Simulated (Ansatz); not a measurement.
## Zr, pressure series

Start from Zr (space group P6/mmm, No. 191; a = 4.973 Å, c = 3.111 Å; a cell from a computed database, its experimental status unchecked).

Cell and atoms are relaxed at each pressure.

The values are results of PBEsol (Ansatz, an electronic-structure program, PAW, no spin-orbit coupling), not measurements.

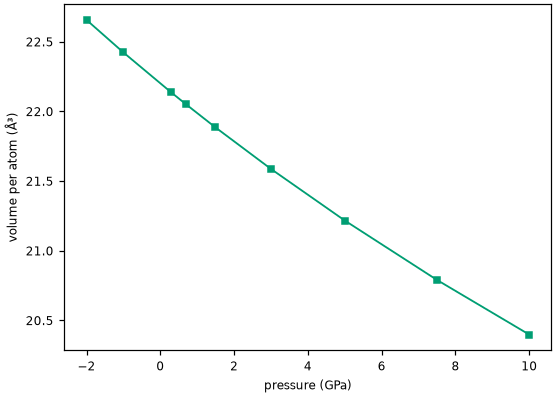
Volume against pressure

Problem. Estimate the zero-pressure bulk modulus from the plot.

Solution. About 100 GPa; a third-order Birch–Murnaghan fit to the points gives V₀ = 22.20 Å³/atom, B₀ = 102 GPa and B₀′ = 3.5.

Load acts through the strain it causes; cell and atoms are relaxed under it. Stability against distortions was not tested. No other phases were tried under pressure. The base started in Ibam and relaxed to P6/mmm at this level. The final runs are not spin-polarised. This is not the structure that Zr has at room temperature and ambient pressure.
